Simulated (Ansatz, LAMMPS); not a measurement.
# As in place of Si at several sites of amorphous Si (164 atoms)

At which site of amorphous Si (164 atoms) does As in place of Si cost least, and what about the site decides it?

Program: Ansatz 0.2.0. Level of theory: Kohn-Sham DFT, PBE, PAW (set soft_2), plane waves. Results are calculated unless marked as measured.

### Step 1. Starting point

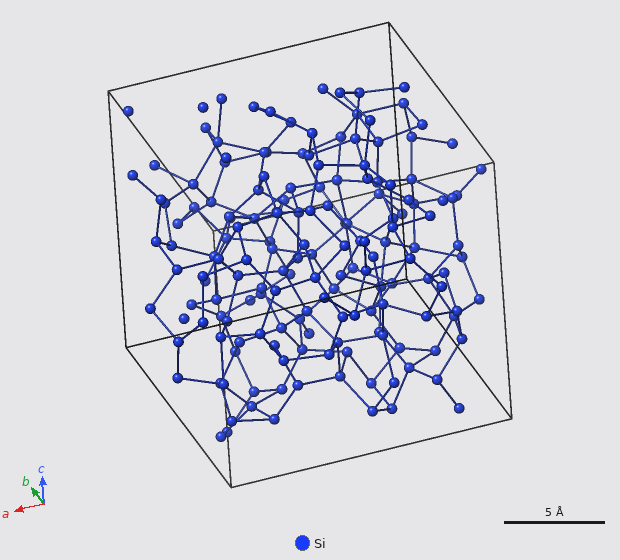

Start, viewed from a free direction; silicon blue. Bonds to atoms that aren't drawn are left out. Some periodic images of atoms are drawn too.

The cell holds 164 atoms: 164 Si. Cell: a = 15.076 Å, b = 15.076 Å, c = 15.076 Å, α = 90.0°, β = 90.0°, γ = 90.0°. 164 atoms (164 Si) placed at random at 2.23 g/cm³, melted at 3500 K for 10 ps at fixed volume with the Tersoff potential (Tersoff, Phys. Rev. B 39, 5566 (1989)). Quenched from 3500 K to 500 K at 200 K/ps and fixed volume, held 5 ps, then minimised at fixed cell.

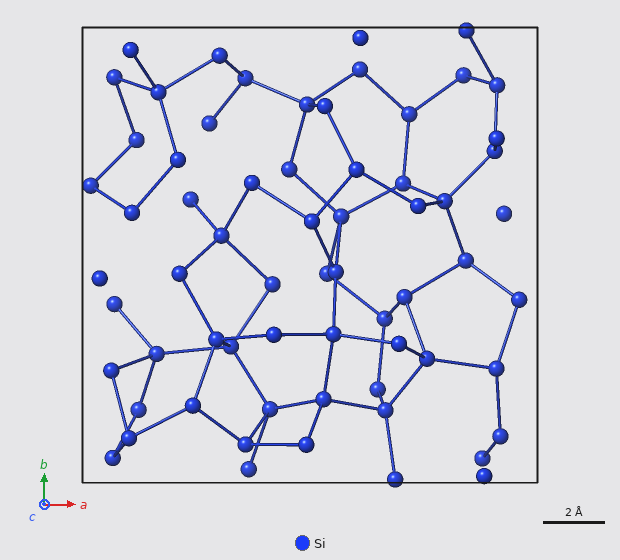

A slice 6 Å thick through the middle of the cell. Bonds to atoms that aren't drawn are left out.

Limits known from the start: The quench rate of 200 K/ps is orders of magnitude faster than experiment, which tends to freeze in extra defects. The starting topology of bonds comes from the classical model, and needn't be the one that DFT or experiment would give. The Brillouin zone is sampled at Γ only, in a cell whose shortest periodic width is 15 Å.

### Step 2. Single point at the start

A single point comes first, to see the forces before anything moves.

Contents of input.yaml:

```yaml
crystal:
  lattice:
    - [15.0762, 0.0, 0.0]
    - [0.0, 15.0762, 0.0]
    - [0.0, 0.0, 15.0762]
  atoms:
    - { symbol: Si, position: [0.07782, 0.23104, 0.20643] }
    - { symbol: Si, position: [0.45444, 0.68816, 0.4256] }
    - { symbol: Si, position: [0.30046, 0.39288, 0.19259] }
    - { symbol: Si, position: [0.22667, 0.19172, 0.79444] }
    - { symbol: Si, position: [0.5825, 0.65685, 0.83651] }
    - { symbol: Si, position: [0.74929, 0.92416, 0.07209] }
    - { symbol: Si, position: [0.53734, 0.38926, 0.96626] }
    - { symbol: Si, position: [0.1058, 0.95049, 0.67313] }
    - { symbol: Si, position: [0.84245, 0.48772, 0.4251] }
    - { symbol: Si, position: [0.32631, 0.29899, 0.43983] }
    - { symbol: Si, position: [0.19658, 0.83126, 0.17654] }
    - { symbol: Si, position: [0.27901, 0.56237, 0.95594] }
    - { symbol: Si, position: [0.35354, 0.16892, 0.87975] }
    - { symbol: Si, position: [0.95286, 0.32334, 0.9034] }
    - { symbol: Si, position: [0.57819, 0.93523, 0.26436] }
    - { symbol: Si, position: [0.6098, 0.90757, 0.41613] }
    - { symbol: Si, position: [0.13594, 0.49656, 0.99589] }
    - { symbol: Si, position: [0.50425, 0.57387, 0.62679] }
    - { symbol: Si, position: [0.55652, 0.46267, 0.52367] }
    - { symbol: Si, position: [0.407, 0.43976, 0.80019] }
    - { symbol: Si, position: [0.52974, 0.18302, 0.54945] }
    - { symbol: Si, position: [0.45252, 0.41641, 0.1913] }
    - { symbol: Si, position: [0.73084, 0.03347, 0.74174] }
    - { symbol: Si, position: [0.85502, 0.37989, 0.01277] }
    - { symbol: Si, position: [0.42059, 0.32474, 0.69523] }
    - { symbol: Si, position: [0.97204, 0.88701, 0.97623] }
    - { symbol: Si, position: [0.46713, 0.20196, 0.77839] }
    - { symbol: Si, position: [0.06637, 0.22189, 0.96971] }
    - { symbol: Si, position: [0.23771, 0.6219, 0.35656] }
    - { symbol: Si, position: [0.45348, 0.74163, 0.8731] }
    - { symbol: Si, position: [0.90185, 0.10644, 0.96666] }
    - { symbol: Si, position: [0.16514, 0.34936, 0.95283] }
    [... 126 atom lines left out ...]
    - { symbol: Si, position: [0.16694, 0.85754, 0.56524] }
    - { symbol: Si, position: [0.05839, 0.54761, 0.86408] }
    - { symbol: Si, position: [0.49197, 0.0831, 0.67423] }
    - { symbol: Si, position: [0.05137, 0.30584, 0.708] }
    - { symbol: Si, position: [0.79598, 0.61837, 0.50915] }
    - { symbol: Si, position: [0.6657, 0.15868, 0.48063] }
kpoints:
  mp_grid: { grid: [1, 1, 1] }
hamiltonian:
  xc: pbe
scf:
  occupations: { method: gaussian, width: 0.025 }
output:
  forces: true
```

On the command line:

```console
ansatz run input.yaml --threads 4 --pin off --max-ram 8192MiB --backend cpu --events-out ev --progress --plain --runs-dir out
```

Numbers of over 12 decimals in the logs are rounded to 6 here.

Output:

```text
[...]
Pseudopotentials: kind: paw
Pseudopotential: Si, paw, valence charge 4, recommended cutoff 420 eV (normal), Si.paw.azcp
[... 5 lines on functional and potentials left out ...]
Crystal: 164 atoms, lattice volume = 3426.697 Å³
Basis set: ecut = 420 eV, 67043 PW (Γ), exchange–correlation on 216×216×216 points (8 copies of the dense FFT grid, shifted against one another)
Bands: 492, of which v1, the nominal top of the filled ones, is band 328 counted from 1 (327 counted from 0)
Symmetry: 1 space group operations
Space group: P1 (ITA 1), of the structure as read, at distance tolerance 1.5e-4 Å
k-points: 1
[... 3 lines on functional and potentials left out ...]
Initial density: superposition of atomic densities (neutral atoms: chi_scale 0, normalization atom), corrected by the library's trained network
Initial wavefunctions: pseudopotential atomic-orbital guess
[...]
SCF iter   1: F=—  HF=-104213.716552 eV  |F-HF|=—  |Δ(HF+E_count)|=         —  Δρ=3.45e-3  dr2=1.27e0  ethr=1.77e-3  ⟨swp⟩=6.0  Hψ=2283  notcnv=0  defer=77
preconditioner: auto → Kerker (q_TF=auto, 2.071 Å⁻¹)  [metal: Δε(μ)=0.023 eV  Ē_g=7.399 eV  σ=0.025 eV  W_gap=0.48  n_scr=484 (ndim 8)  ℏωp=16.2 eV  f_vac=0.006  D(μ)=83.04/eV (n_scr^D=514)]
SCF iter   2: F=—  HF=-104213.611988 eV  |F-HF|=—  |Δ(HF+E_count)|=   1.05e-1  Δρ=1.98e-3  dr2=4.08e-1  ethr=1.93e-4  ⟨swp⟩=2.0  Hψ=569  notcnv=0  defer=123
preconditioner: auto → Resta (q_TF=auto, 2.071 Å⁻¹)  ε∞=5.8  [insulator: Δε(μ)=0.024 eV  Ē_g=7.397 eV  σ=0.025 eV  W_gap=0.50  n_scr=484 (ndim 8)  ℏωp=16.2 eV  f_vac=0.006  D(μ)=84.66/eV (n_scr^D=514)  ε∞_Penn≈5.8]
SCF iter   3: F=—  HF=-104213.568698 eV  |F-HF|=—  |Δ(HF+E_count)|=   4.33e-2  Δρ=3.87e-4  dr2=1.06e-2  ethr=6.22e-5  ⟨swp⟩=4.0  Hψ=674  notcnv=0  defer=36
automatic band count: iteration 3 solves 380 bands in place of 492: the levels show a gap, and the empty bands left out lie too high to hold charge; the band table lists the bands solved (type scf.n_extra_bands for more)
SCF iter   4: F=—  HF=-104213.570878 eV  |F-HF|=—  |Δ(HF+E_count)|=   2.18e-3  Δρ=1.56e-4  dr2=2.55e-3  ethr=1.62e-6  ⟨swp⟩=5.0  Hψ=1124  notcnv=0  defer=148
automatic band count: iteration 4 solves 492 bands in place of 380: the levels no longer show a gap clear of their residuals, so the SCF keeps every band
SCF iter   5: F=—  HF=-104213.571919 eV  |F-HF|=—  |Δ(HF+E_count)|=   1.04e-3  Δρ=5.49e-5  dr2=6.72e-4  ethr=3.88e-7  ⟨swp⟩=3.0  Hψ=903  notcnv=0  defer=148
SCF iter   6: F=—  HF=-104213.572020 eV  |F-HF|=—  |Δ(HF+E_count)|=   1.02e-4  Δρ=2.34e-5  dr2=1.12e-4  ethr=1.02e-7  ⟨swp⟩=3.0  Hψ=692  notcnv=0  defer=148
SCF iter   7: F=—  HF=-104213.572118 eV  |F-HF|=—  |Δ(HF+E_count)|=   9.72e-5  Δρ=9.42e-6  dr2=1.76e-5  ethr=1.70e-8  ⟨swp⟩=2.0  Hψ=509  notcnv=0  defer=148
SCF iter   8: F=—  HF=-104213.573602 eV  |F-HF|=—  |Δ(HF+E_count)|=   1.48e-3  Δρ=4.56e-6  dr2=3.73e-6  ethr=2.68e-9  ⟨swp⟩=3.0  Hψ=859  notcnv=0  defer=148
SCF iter   9: F=—  HF=-104213.573604 eV  |F-HF|=—  |Δ(HF+E_count)|=   1.25e-6  Δρ=1.60e-6  dr2=3.85e-7  ethr=5.69e-10  ⟨swp⟩=2.0  Hψ=509  notcnv=0  defer=148
SCF iter  10: F=-104213.573604 eV  HF=-104213.573604 eV  |F-HF|=2.50e-8  |Δ(HF+E_count)|=   2.72e-7  Δρ=6.67e-7  dr2=9.05e-8  ethr=1.52e-11  ⟨swp⟩=4.0  Hψ=1411  notcnv=0
SCF 1 converged in 10 iterations: F = -104213.573604 eV  dr2 = 9.05e-8
[...]
SCF converged after 10 iterations
Free energy (F): -104213.573604 eV
Harris-Foulkes:  -104213.573604 eV  (|F-HF|=2.50e-8)
Internal energy: -104213.543440 eV  (E = F + TS)
E sigma→0 (E₀):  -104213.558522 eV
Entropy (-TS):   -0.030164 eV (-0.184 meV/atom)
Fermi energy:    5.985821 eV
--- Per-component energies (eV) ---
[...]
Σ components = -104213.573604   (vs F -104213.573604, Δ=0.00e0)
--- Forces (eV/Å), atoms counted from 1 ---
  atom   1  Si     0.21299792    -0.24647669    -0.39855397
  atom   2  Si    -0.12901693     0.19366731     0.19334398
  atom   3  Si    -0.25156920    -0.05233557     0.16545206
  atom   4  Si    -0.01443581    -0.11869087     0.30612824
[...]
atom 164  Si     0.13378571     0.19525240     0.09515340
  max |Σ_I F_I| component: 2.00e-5 eV/Å
```

The job ended after 52 s (4 threads of Arm Neoverse V1, shared host; peak memory 4.3 GiB; 3.4 min of CPU time).

The column dr2 measures how far the density is from self-consistency, as an energy; F and HF (Harris–Foulkes) agree once it is small.

The r.m.s. force at the start is 0.24 eV/Å.

### Step 3. Relaxation

With the cell held, the atoms are moved downhill towards a nearby minimum.

Contents of input.yaml:

```yaml
crystal:
  lattice:
    - [15.0762, 0.0, 0.0]
    - [0.0, 15.0762, 0.0]
    - [0.0, 0.0, 15.0762]
  atoms:
    [... the 164 atom lines of step 2 ...]
kpoints:
  mp_grid: { grid: [1, 1, 1] }
hamiltonian:
  xc: pbe
scf:
  occupations: { method: gaussian, width: 0.025 }
output:
  forces: true
relax:
  f_tol: 0.05
  max_steps: 120
```

Output:

```text
[...]
Crystal: 164 atoms, lattice volume = 3426.697 Å³
Basis set: ecut = 420 eV, 67043 PW (Γ), exchange–correlation on 216×216×216 points (8 copies of the dense FFT grid, shifted against one another)
Bands: 492, of which v1, the nominal top of the filled ones, is band 328 counted from 1 (327 counted from 0)
Symmetry: 1 space group operations
[...]
k-points: 1
[...]
SCF iter   1: F=—  HF=-104213.716552 eV  |F-HF|=—  |Δ(HF+E_count)|=         —  Δρ=3.45e-3  dr2=1.27e0  ethr=1.77e-3  ⟨swp⟩=6.0  Hψ=2283  notcnv=0  defer=77
[...]
SCF iter   7: F=-104213.573594 eV  HF=-104213.573595 eV  |F-HF|=1.44e-6  |Δ(HF+E_count)|=   3.51e-5  Δρ=9.19e-6  dr2=1.46e-5  ethr=9.53e-9  ⟨swp⟩=2.0  Hψ=1294  notcnv=0
SCF 1 converged in 7 iterations: F = -104213.573594 eV  dr2 = 1.46e-5
[...]
relax step   1: F+E_penalty+E_count = -104213.57359395 eV  Δ(F+E_penalty+E_count) = +0.000e0 eV  max|allowed force component| = 8.612e-1 eV/Å  Δτ_max = 0.0000 Å  (7 SCF iters, dr2 threshold 6.25e-5 eV, accepted)
[...]
relax step   2: F+E_penalty+E_count = -104216.00642871 eV  Δ(F+E_penalty+E_count) = -2.433e0 eV  max|allowed force component| = 5.195e-1 eV/Å  Δτ_max = 0.1751 Å  (6 SCF iters, dr2 threshold 4.64e-5 eV, accepted)
[...]
relax step   3: F+E_penalty+E_count = -104217.09855218 eV  Δ(F+E_penalty+E_count) = -1.092e0 eV  max|allowed force component| = 6.220e-1 eV/Å  Δτ_max = 0.1950 Å  (6 SCF iters, dr2 threshold 1.69e-5 eV, accepted)
relax step   4: F+E_penalty+E_count = -104217.86462130 eV  Δ(F+E_penalty+E_count) = -7.661e-1 eV  max|allowed force component| = 6.890e-1 eV/Å  Δτ_max = 0.1955 Å  (6 SCF iters, dr2 threshold 1.00e-4 eV, accepted)
relax step   5: F+E_penalty+E_count = -104218.50005638 eV  Δ(F+E_penalty+E_count) = -6.354e-1 eV  max|allowed force component| = 3.970e-1 eV/Å  Δτ_max = 0.1951 Å  (6 SCF iters, dr2 threshold 1.00e-4 eV, accepted)
relax step   6: F+E_penalty+E_count = -104219.18284099 eV  Δ(F+E_penalty+E_count) = -6.828e-1 eV  max|allowed force component| = 7.360e-1 eV/Å  Δτ_max = 0.1959 Å  (7 SCF iters, dr2 threshold 5.23e-5 eV, accepted)
relax step   7: F+E_penalty+E_count = -104219.71227487 eV  Δ(F+E_penalty+E_count) = -5.294e-1 eV  max|allowed force component| = 6.209e-1 eV/Å  Δτ_max = 0.1947 Å  (7 SCF iters, dr2 threshold 1.00e-4 eV, accepted)
relax step   8: F+E_penalty+E_count = -104220.20104067 eV  Δ(F+E_penalty+E_count) = -4.888e-1 eV  max|allowed force component| = 4.945e-1 eV/Å  Δτ_max = 0.1947 Å  (7 SCF iters, dr2 threshold 1.00e-4 eV, accepted)
relax step   9: F+E_penalty+E_count = -104220.63152385 eV  Δ(F+E_penalty+E_count) = -4.305e-1 eV  max|allowed force component| = 5.304e-1 eV/Å  Δτ_max = 0.1968 Å  (6 SCF iters, dr2 threshold 1.00e-4 eV, accepted)
relax step  10: F+E_penalty+E_count = -104221.03502819 eV  Δ(F+E_penalty+E_count) = -4.035e-1 eV  max|allowed force component| = 6.142e-1 eV/Å  Δτ_max = 0.1970 Å  (6 SCF iters, dr2 threshold 1.00e-4 eV, accepted)
relax step  11: F+E_penalty+E_count = -104221.35244682 eV  Δ(F+E_penalty+E_count) = -3.174e-1 eV  max|allowed force component| = 6.080e-1 eV/Å  Δτ_max = 0.1969 Å  (6 SCF iters, dr2 threshold 1.00e-4 eV, accepted)
relax step  12: F+E_penalty+E_count = -104221.63580432 eV  Δ(F+E_penalty+E_count) = -2.834e-1 eV  max|allowed force component| = 3.996e-1 eV/Å  Δτ_max = 0.1949 Å  (6 SCF iters, dr2 threshold 1.00e-4 eV, accepted)
relax step  13: F+E_penalty+E_count = -104221.95249129 eV  Δ(F+E_penalty+E_count) = -3.167e-1 eV  max|allowed force component| = 3.371e-1 eV/Å  Δτ_max = 0.1979 Å  (7 SCF iters, dr2 threshold 6.90e-5 eV, accepted)
relax step  14: F+E_penalty+E_count = -104222.20376622 eV  Δ(F+E_penalty+E_count) = -2.513e-1 eV  max|allowed force component| = 2.141e-1 eV/Å  Δτ_max = 0.1951 Å  (7 SCF iters, dr2 threshold 4.91e-5 eV, accepted)
relax step  15: F+E_penalty+E_count = -104222.37819934 eV  Δ(F+E_penalty+E_count) = -1.744e-1 eV  max|allowed force component| = 2.310e-1 eV/Å  Δτ_max = 0.1941 Å  (8 SCF iters, dr2 threshold 1.85e-5 eV, accepted)
relax step  16: F+E_penalty+E_count = -104222.57223553 eV  Δ(F+E_penalty+E_count) = -1.940e-1 eV  max|allowed force component| = 5.183e-1 eV/Å  Δτ_max = 0.1954 Å  (7 SCF iters, dr2 threshold 2.15e-5 eV, accepted)
relax step  17: F+E_penalty+E_count = -104222.81811581 eV  Δ(F+E_penalty+E_count) = -2.459e-1 eV  max|allowed force component| = 6.987e-1 eV/Å  Δτ_max = 0.1951 Å  (6 SCF iters, dr2 threshold 1.00e-4 eV, accepted)
relax step  18: F+E_penalty+E_count = -104223.08635426 eV  Δ(F+E_penalty+E_count) = -2.682e-1 eV  max|allowed force component| = 6.466e-1 eV/Å  Δτ_max = 0.1950 Å  (6 SCF iters, dr2 threshold 1.00e-4 eV, accepted)
relax step  19: F+E_penalty+E_count = -104223.30329498 eV  Δ(F+E_penalty+E_count) = -2.169e-1 eV  max|allowed force component| = 2.502e-1 eV/Å  Δτ_max = 0.1950 Å  (7 SCF iters, dr2 threshold 1.00e-4 eV, accepted)
relax step  20: F+E_penalty+E_count = -104223.49056338 eV  Δ(F+E_penalty+E_count) = -1.873e-1 eV  max|allowed force component| = 1.601e-1 eV/Å  Δτ_max = 0.1980 Å  (8 SCF iters, dr2 threshold 9.38e-6 eV, accepted)
relax step  21: F+E_penalty+E_count = -104223.61238718 eV  Δ(F+E_penalty+E_count) = -1.218e-1 eV  max|allowed force component| = 2.608e-1 eV/Å  Δτ_max = 0.1950 Å  (9 SCF iters, dr2 threshold 3.84e-6 eV, accepted)
relax step  22: F+E_penalty+E_count = -104223.71893244 eV  Δ(F+E_penalty+E_count) = -1.065e-1 eV  max|allowed force component| = 1.606e-1 eV/Å  Δτ_max = 0.1947 Å  (7 SCF iters, dr2 threshold 2.79e-5 eV, accepted)
relax step  23: F+E_penalty+E_count = -104223.83097885 eV  Δ(F+E_penalty+E_count) = -1.120e-1 eV  max|allowed force component| = 3.763e-1 eV/Å  Δτ_max = 0.1981 Å  (9 SCF iters, dr2 threshold 9.78e-6 eV, accepted)
relax step  24: F+E_penalty+E_count = -104224.04523078 eV  Δ(F+E_penalty+E_count) = -2.143e-1 eV  max|allowed force component| = 8.190e-1 eV/Å  Δτ_max = 0.1940 Å  (8 SCF iters, dr2 threshold 5.37e-5 eV, accepted)
[...]
relax step  36: F+E_penalty+E_count = -104227.28823053 eV  Δ(F+E_penalty+E_count) = -3.079e-1 eV  max|allowed force component| = 4.270e-1 eV/Å  Δτ_max = 0.1946 Å  (6 SCF iters, dr2 threshold 1.00e-4 eV, accepted)
relax step  37: F+E_penalty+E_count = -104227.41153828 eV  Δ(F+E_penalty+E_count) = -1.233e-1 eV  max|allowed force component| = 3.004e-1 eV/Å  Δτ_max = 0.1946 Å  (6 SCF iters, dr2 threshold 1.00e-4 eV, accepted)
relax step  38: F+E_penalty+E_count = -104227.46260180 eV  Δ(F+E_penalty+E_count) = -5.106e-2 eV  max|allowed force component| = 2.008e-1 eV/Å  Δτ_max = 0.0744 Å  (6 SCF iters, dr2 threshold 4.46e-5 eV, accepted)
relax step  39: F+E_penalty+E_count = -104227.50650101 eV  Δ(F+E_penalty+E_count) = -4.390e-2 eV  max|allowed force component| = 1.247e-1 eV/Å  Δτ_max = 0.0796 Å  (6 SCF iters, dr2 threshold 1.80e-5 eV, accepted)
relax step  40: F+E_penalty+E_count = -104227.56883545 eV  Δ(F+E_penalty+E_count) = -6.233e-2 eV  max|allowed force component| = 1.413e-1 eV/Å  Δτ_max = 0.1953 Å  (6 SCF iters, dr2 threshold 5.99e-6 eV, accepted)
relax step  41: F+E_penalty+E_count = -104227.61020663 eV  Δ(F+E_penalty+E_count) = -4.137e-2 eV  max|allowed force component| = 1.477e-1 eV/Å  Δτ_max = 0.1207 Å  (6 SCF iters, dr2 threshold 7.69e-6 eV, accepted)
relax step  42: F+E_penalty+E_count = -104227.64255749 eV  Δ(F+E_penalty+E_count) = -3.235e-2 eV  max|allowed force component| = 1.172e-1 eV/Å  Δτ_max = 0.0983 Å  (6 SCF iters, dr2 threshold 2.18e-5 eV, accepted)
relax step  43: F+E_penalty+E_count = -104227.65488935 eV  Δ(F+E_penalty+E_count) = -1.233e-2 eV  max|allowed force component| = 6.899e-2 eV/Å  Δτ_max = 0.0351 Å  (6 SCF iters, dr2 threshold 8.66e-6 eV, accepted)
[...]
relax step  44: F+E_penalty+E_count = -104227.66368882 eV  Δ(F+E_penalty+E_count) = -8.799e-3 eV  max|allowed force component| = 3.660e-2 eV/Å  Δτ_max = 0.0285 Å  (6 SCF iters, accepted)
SCF converged after 6 iterations
Free energy (F): -104227.663689 eV
[...]
Internal energy: -104227.663689 eV  (E = F + TS)
E sigma→0 (E₀):  -104227.663689 eV
Entropy (-TS):   -0.000000 eV (-0.000 meV/atom)
Fermi energy:    5.917293 eV
[...]
--- Forces (eV/Å), atoms counted from 1 ---
  atom   1  Si     0.00664797     0.00452716     0.00858064
  atom   2  Si    -0.00453936     0.00772196    -0.00690018
  atom   3  Si    -0.00450385     0.00838957    -0.00452239
  atom   4  Si    -0.00163735    -0.00577548    -0.00250210
  atom   5  Si    -0.00548169    -0.00591059    -0.00052871
  atom   6  Si    -0.00561036     0.00644694     0.00056808
  atom   7  Si    -0.00427107    -0.00748539    -0.00745512
  atom   8  Si     0.00630823    -0.00131358     0.00403832
  atom   9  Si    -0.00277092    -0.00162073     0.00933023
  atom  10  Si     0.00543457     0.00542016     0.00106668
  atom  11  Si     0.00275606    -0.00351404    -0.00520022
  atom  12  Si     0.00115907     0.00232057    -0.00009826
  atom  13  Si     0.00416661    -0.00497991     0.00593157
  atom  14  Si     0.00209559    -0.00008260     0.00067349
[...]
atom 163  Si     0.00100902    -0.00260422    -0.00061069
  atom 164  Si    -0.00028900     0.00240121     0.00384525
  max |Σ_I F_I| component: 6.19e-5 eV/Å
--- Relaxed structure (44 steps of the walk, 44 accepted, 0 SCFs on fresh bases) ---
  F+E_penalty+E_count = -104227.66368882 eV   max|allowed force component| = 3.660e-2 eV/Å
  atoms:
    - { symbol: Si, position: [0.073576, 0.222438, 0.192557] }
    - { symbol: Si, position: [0.453314, 0.681410, 0.434248] }
    - { symbol: Si, position: [0.296424, 0.393390, 0.187812] }
    - { symbol: Si, position: [0.212235, 0.202312, 0.799703] }
[...]
- { symbol: Si, position: [0.670004, 0.164244, 0.476543] }
```

The job ended after 25 min (4 threads; peak memory 4.3 GiB; 1.6 h of CPU time).

The relaxation converged after 44 steps, 14.1 eV below its start, with a largest force component of 0.037 eV/Å.

(Part 1 of 3 ends here.)

[Logs are printed without paths, hosts, clocks, repeated set-up lines and the standing remarks that a program may print on its own settings, such as how far it seeks lower states.]

[Hosts, paths, dates, database ids (printed as entryN), source tags and the programs' standing remarks are cut or masked in the printed files.]
